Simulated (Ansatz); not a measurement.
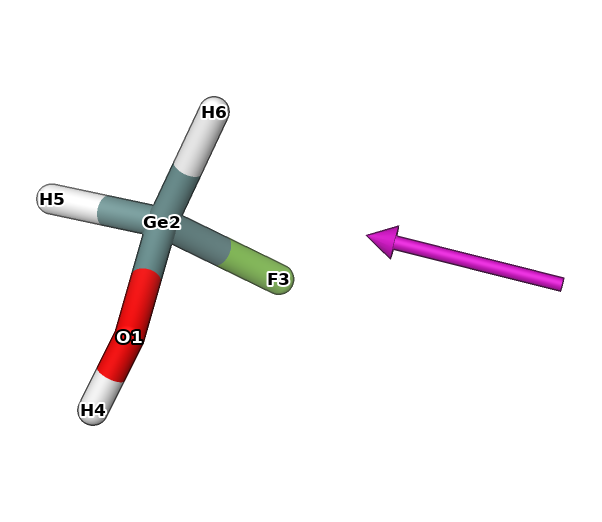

The arrow beside the molecule shows the direction of the dipole moment, from the negative to the positive end (its length means nothing). Computed geometry: PBE0-D4/def2-TZVP optimisation. Level of theory: RKS ωB97M-V/def2-TZVPP (Ansatz 0.2.0).

> How large is the dipole moment?

1.96 D; it points from the side of F3 to the side of H5 (the outermost atoms at the two ends).
